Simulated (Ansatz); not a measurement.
Breaking the C2–H3 bond in C2H6Mg (SMILES [CH3][Mg][CH3]) (multiplicity 1 held, fragments rigid). Energies count from the point at 1.094 Å.
Geometry at that point (charge 0, multiplicity 1):
| atom | x (Å) | y (Å) | z (Å) |
|---|---|---|---|
| Mg | 0.0000 | 0.0000 | 0.0000 |
| C | 1.6071 | 0.2545 | -1.3170 |
| H | 2.3439 | -0.5484 | -1.2184 |
| H | 2.1334 | 1.1970 | -1.1380 |
| H | 1.2793 | 0.2630 | -2.3609 |
| C | -1.6071 | -0.2545 | 1.3170 |
| H | -2.1822 | -1.1564 | 1.0864 |
| H | -2.3029 | 0.5890 | 1.2764 |
| H | -1.2715 | -0.3442 | 2.3546 |

Restricted levels (R-, RO-) in cc, def2 and unpolarised 6-31G sets keep to the state of the molecule at rest. U- levels take the lowest unrestricted solution at each point, which mixes spins at long bonds. Active spaces are followed from a long bond inwards. Levels need not reach the same state.

Cores are frozen in the correlated methods.

Programs: Ansatz (Gaussian orbitals). 

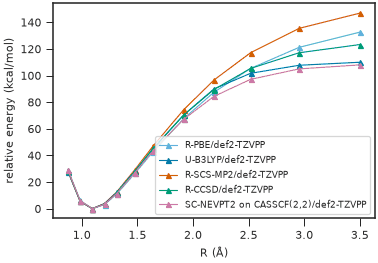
*Relative energy along the coordinate*

Doubts at one or more of the structures used: a restricted determinant that unrestricted orbitals would lower (R-PBE/def2-TZVPP, R-SCS-MP2/def2-TZVPP, R-CCSD/def2-TZVPP); a spin-contaminated determinant (U-B3LYP/def2-TZVPP); other coupled-cluster roots lie near (R-CCSD/def2-TZVPP); T1 above 0.05 (R-CCSD/def2-TZVPP).

Ansatz is a first-principles code.
